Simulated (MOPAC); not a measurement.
## Run report: CH$_{2}$F$_{2}$GeO (charge +1), single-point calculation

- system: CH$_{2}$F$_{2}$GeO, charge +1, multiplicity 2
- method: PM3, unrestricted (MOPAC 23.2.5)

The geometry was optimised with PM3.

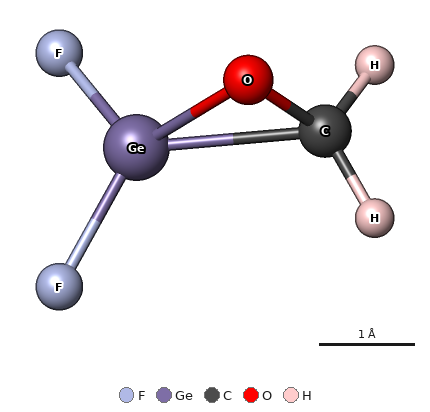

Figure 1. The input geometry (ball-and-stick view, seen at a tilt). Sticks mark near contacts. Bond lengths as drawn: C–Ge 2.02 Å, C–H 1.09 Å, C–O 1.34 Å, F–Ge 1.70 Å and Ge–O 1.85 Å.

**Input (ch2f2geo.mop)**
```
DISP UHF 1SCF CHARGE=1 PM3 AUX(PRECISION=6) T=10M THREADS=1
CH2F2GeO

F     -0.781818 1    -2.196584 1     0.166083 1
Ge     0.289604 1    -0.874231 1     0.216900 1
F      1.623603 1    -1.133114 1     1.242802 1
C     -0.332328 1     0.988523 1    -0.234778 1
O      0.375040 1     0.336217 1    -1.173120 1
H     -1.401206 1     1.102985 1    -0.416391 1
H      0.175102 1     1.799991 1     0.287452 1
```

Machine: 1 thread of Arm Neoverse V1, 24 GiB of memory available, shared host.

Launch command:
```bash
mopac ch2f2geo.mop
```

**What the program printed**
```
MOPAC v23.2.5
PM3 CALCULATION RESULTS

 *  PM3        - The PM3 Hamiltonian to be used
 *  UHF        - UNRESTRICTED HARTREE-FOCK CALCULATION
 *
 *
 *
 *                 CHARGE ON SYSTEM = +1
 *
 *
 *
 *  1SCF       - DO 1 SCF AND THEN STOP
 *  THREADS=1  - MULTI-THREADING NOT USED
 *  AUX        - OUTPUT AUXILIARY INFORMATION
 *  DISP       - PRINT DISPERSION AND HYDROGEN BOND ENERGIES
DISP UHF 1SCF CHARGE=1 PM3 AUX(PRECISION=6) T=10M THREADS=1
 CH2F2GeO

   ATOM   CHEMICAL          X               Y               Z
  NUMBER   SYMBOL      (ANGSTROMS)     (ANGSTROMS)     (ANGSTROMS)

     1       F         -0.78181800  *  -2.19658400  *   0.16608300  *
     2      Ge          0.28960400  *  -0.87423100  *   0.21690000  *
     3       F          1.62360300  *  -1.13311400  *   1.24280200  *
     4       C         -0.33232800  *   0.98852300  *  -0.23477800  *
     5       O          0.37504000  *   0.33621700  *  -1.17312000  *
     6       H         -1.40120600  *   1.10298500  *  -0.41639100  *
     7       H          0.17510200  *   1.79999100  *   0.28745200  *

          CARTESIAN COORDINATES

    NO.       ATOM           X           Y           Z

     1         F         -0.7818     -2.1966      0.1661
     2        Ge          0.2896     -0.8742      0.2169
     3         F          1.6236     -1.1331      1.2428
     4         C         -0.3323      0.9885     -0.2348
     5         O          0.3750      0.3362     -1.1731
     6         H         -1.4012      1.1030     -0.4164
     7         H          0.1751      1.8000      0.2875

           Empirical Formula: C H2 O F2 Ge  =     7 atoms

      MOLECULAR POINT GROUP   :   Cs

          UHF CALCULATION, NO. OF ALPHA ELECTRONS =   15
                           NO. OF BETA  ELECTRONS =   14

 -------------------------------------------------------------------------------
 DISP UHF 1SCF CHARGE=1 PM3 AUX(PRECISION=6) T=10M THREADS=1
 CH2F2GeO

     1SCF WAS SPECIFIED, SO BFGS WAS NOT USED
     SCF FIELD WAS ACHIEVED

                              PM3 CALCULATION

          FINAL HEAT OF FORMATION =         57.83205 KCAL/MOL =     241.96931 KJ/MOL

          TOTAL ENERGY            =     -32360.68643 KCAL/MOL = ELECTRONIC ENERGY + CORE-CORE REPULSION
          ENERGY OF ATOMS         =      32418.51848 KCAL/MOL
                              SUM =         57.83205 KCAL/MOL
          DISPERSION ENERGY       =          0.00000 KCAL/MOL
                              SUM =         57.83205 KCAL/MOL = FINAL HEAT OF FORMATION

          TOTAL ENERGY            =      -1403.29218 EV
          ELECTRONIC ENERGY       =      -3272.00217 EV
          CORE-CORE REPULSION     =       1868.70999 EV
          COSMO AREA              =        109.99 SQUARE ANGSTROMS
          COSMO VOLUME            =         97.77 CUBIC ANGSTROMS

          IONIZATION POTENTIAL    =         15.954955 EV
          ALPHA SOMO LUMO (EV)    =        -15.955 -7.980
          BETA  SOMO LUMO (EV)    =        -17.955 -9.461
          NO. OF ALPHA ELECTRONS  =         15
          NO. OF BETA  ELECTRONS  =         14
          MOLECULAR WEIGHT        =        140.6130         POINT GROUP:  Cs

          MOLECULAR DIMENSIONS (Angstroms)

            Atom       Atom       Distance
            H     7    F     1     4.11133
            H     6    F     3     3.85801
            O     5    F     3     1.51080

          SCF CALCULATIONS        =          1

          WALL-CLOCK TIME         =      0.008 SECONDS
          COMPUTATION TIME        =      0.010 SECONDS

   ATOM   CHEMICAL          X               Y               Z
  NUMBER   SYMBOL      (ANGSTROMS)     (ANGSTROMS)     (ANGSTROMS)

     1       F         -0.78181800  *  -2.19658400  *   0.16608300  *
     2      Ge          0.28960400  *  -0.87423100  *   0.21690000  *
     3       F          1.62360300  *  -1.13311400  *   1.24280200  *
     4       C         -0.33232800  *   0.98852300  *  -0.23477800  *
     5       O          0.37504000  *   0.33621700  *  -1.17312000  *
     6       H         -1.40120600  *   1.10298500  *  -0.41639100  *
     7       H          0.17510200  *   1.79999100  *   0.28745200  *

                             CARTESIAN COORDINATES

   1    F       -0.781818000    -2.196584000     0.166083000
   2   Ge        0.289604000    -0.874231000     0.216900000
   3    F        1.623603000    -1.133114000     1.242802000
   4    C       -0.332328000     0.988523000    -0.234778000
   5    O        0.375040000     0.336217000    -1.173120000
   6    H       -1.401206000     1.102985000    -0.416391000
   7    H        0.175102000     1.799991000     0.287452000

           Empirical Formula: C H2 O F2 Ge  =     7 atoms

      MOLECULAR POINT GROUP   :   Cs

          ALPHA EIGENVALUES
 -44.69519 -31.64805 -27.38381 -26.78116 -23.86860 -23.16050 -22.90248 -22.25893
 -21.99081 -21.38337 -21.10263 -20.77268 -20.72117 -18.07313 -15.95495  -7.98047
  -6.67543  -5.27359  -5.11926  -3.32192  -2.27554  -1.81082

           BETA EIGENVALUES
 -44.52715 -31.25316 -27.33771 -26.69571 -23.23138 -22.94204 -22.78591 -21.90111
 -21.64615 -21.36595 -20.79373 -20.62438 -20.45223 -17.95532  -9.46101  -6.92732
  -5.99320  -5.11839  -4.86101  -3.08800  -2.17320  -1.60522

              NET ATOMIC CHARGES AND DIPOLE CONTRIBUTIONS

  ATOM NO.   TYPE          CHARGE      No. of ELECS.   s-Pop       p-Pop
    1          F          -0.177214        7.1772     1.63875     5.53846
    2         Ge           1.107042        2.8930     0.73681     2.15614
    3          F          -0.177195        7.1772     1.63878     5.53842
    4          C           0.260764        3.7392     1.20705     2.53219
    5          O          -0.243278        6.2433     1.85426     4.38902
    6          H           0.114936        0.8851     0.88506
    7          H           0.114946        0.8851     0.88505
 DIPOLE           X         Y         Z       TOTAL
 POINT-CHG.    -1.999     4.273     0.250     4.724
 HYBRID         0.143     0.223    -0.537     0.599
 SUM           -1.856     4.496    -0.288     4.872

          ATOMIC ORBITAL ELECTRON POPULATIONS

     Atom    s        px        py        pz
    1  F   1.63875   1.83007   1.77326   1.93513
    2 Ge   0.73681   0.73816   0.74133   0.67666
    3  F   1.63878   1.77471   1.94092   1.82278
    4  C   1.20705   0.99758   0.75885   0.77576
    5  O   1.85426   1.73727   1.37262   1.27914
    6  H   0.88506
    7  H   0.88505

                    (SZ)    =    0.500000
                    (S**2)  =    0.753890

          ATOMIC ORBITAL SPIN POPULATIONS

    Atom   Total    s     px     py     pz
         Atomic
    1  F  0.0350 -0.003  0.009  0.008  0.021
    2 Ge  0.5226  0.032  0.144  0.141  0.206
    3  F  0.0350 -0.003  0.009  0.012  0.017
    4  C  0.2023  0.005  0.006  0.081  0.111
    5  O  0.2030 -0.001  0.002  0.061  0.141
    6  H  0.0011  0.001
    7  H  0.0011  0.001

 *                    *
 * JOB ENDED NORMALLY *
 *                    *

 TOTAL JOB TIME:             0.01 SECONDS

 == MOPAC DONE ==
```

**Summary**

| quantity | value |
| --- | --- |
| outcome | converged |
| total energy | −51.570036 hartree |
| dispersion energy | 0.000000 hartree |
| heat of formation | 57.83 kcal/mol |
| basis functions | 22 |
| ⟨S²⟩ | 0.754 |
| peak memory | 0.09 GiB |

**Remarks**

MOPAC's energies along a path are heats of formation.
